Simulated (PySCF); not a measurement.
C3H5F2N, SMILES `N=C(CF)CF`.

Level of theory: TPSS/def2-SVPD (PySCF), at a geometry from GFN2-xTB. No frequency check shows the geometry to be a minimum.

The calculation's input:

```python
import numpy as np
from pyscf import gto, scf, dft
from pyscf.scf import atom_ks, atom_hf
from scipy.linalg import block_diag

def solve(mol, dm0=None, hcore=None):
    mf = (dft.UKS if mol.spin else dft.RKS)(mol, xc='tpss')
    mf.grids.level = 3
    mf = mf.density_fit(auxbasis='def2-universal-jkfit')
    mf.conv_tol, mf.max_cycle = 1e-8, 80
    if hcore is not None:
        mf.get_hcore = lambda *args: hcore
    mf.kernel(dm0)
    if not mf.converged:
        mf = mf.newton().run(mf.mo_coeff, mf.mo_occ, max_cycle=30)
    assert mf.converged, 'SCF not converged'
    return mf

mol = gto.M(atom='''
N     -0.55386    -1.66431     0.00717
C     -0.02427    -0.52896    -0.00094
C      1.47929    -0.43785    -0.01145
F      1.90979     0.86341     0.01140
C     -0.73836     0.80386    -0.00370
F     -2.09574     0.62224    -0.00050
H     -1.57183    -1.66422     0.01130
H      1.89799    -0.93992     0.86632
H      1.88183    -0.90116    -0.91793
H     -0.47698     1.38356     0.88843
H     -0.48038     1.37882    -0.89990
''', basis='def2-svpd', charge=0, spin=0, verbose=4)
mf = solve(mol)
out = dict(e0=mf.e_tot, dm0=mf.make_rdm1(), c=mf.mo_coeff, occ=mf.mo_occ, eps=mf.mo_energy)
for name, dq, spin in [('cation', 1, 1), ('anion', -1, 1)]:
    ion = mol.copy().set(charge=mol.charge + dq, spin=spin).build()
    mi = solve(ion)
    if spin and dq > 0 and mol.nao < 130:
        c, _, stable, _ = mi.stability(return_status=True)
        if not stable:
            mi = solve(ion, mi.make_rdm1(c, mi.mo_occ))
    print(name, 'vertical energy change / eV', (mi.e_tot - mf.e_tot) * 27.211386)
    out.update({'e_' + name: mi.e_tot, 'dm_' + name: mi.make_rdm1(), 's2_' + name: mi.spin_square()[0], 'eps_' + name: mi.mo_energy, 'occ_' + name: mi.mo_occ})
# spherically averaged free atoms, for the promolecule
atm = atom_ks.get_atm_nrks(mol, xc='tpss')
pro = block_diag(*[(atm[a[0]][2] * atm[a[0]][3]) @ atm[a[0]][2].T for a in mol._atom])
np.savez('result.npz', pro=pro, **out)
```

Launched as:

```sh
OMP_NUM_THREADS=1 python input.py
```

The run took 6.1 min on 1 thread of Arm Neoverse V1 (shared host), peak memory 0.82 GiB.

Partitions, critical points and surface values were worked out afterwards from this run's density.

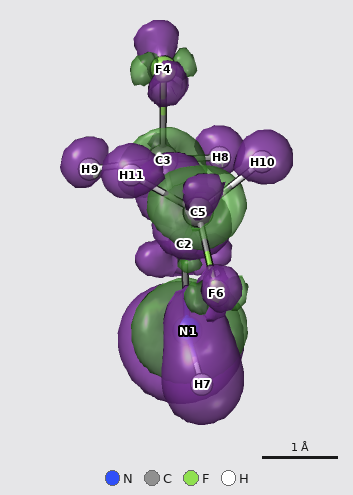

Fukui function f⁻ = ρ(N) − ρ(N−1) at fixed geometry, surfaces at ±0.04 e/Å³ (purple positive, green negative).

On which atoms does the density change most on removal of an electron?

Answer. f⁻ (Hirshfeld-condensed) is largest on N1 (0.28); the vertical ionisation energy is 9.90 eV (the stability of the cation's solution wasn't checked). Condensed values hint at sites of electrophilic attack but needn't mark the atom that reacts. Orbital relaxation makes it negative in places (0.21 e in all).

| atom | f⁻ | charge |
| --- | --- | --- |
| N1 | +0.28 | −0.22 |
| C2 | +0.10 | +0.08 |
| C3 | +0.06 | +0.04 |
| F4 | +0.08 | −0.12 |
| C5 | +0.07 | +0.04 |
| F6 | +0.08 | −0.12 |
| H7 | +0.11 | +0.09 |
| H8 | +0.05 | +0.05 |
| H9 | +0.05 | +0.05 |
| H10 | +0.06 | +0.05 |
| H11 | +0.06 | +0.05 |
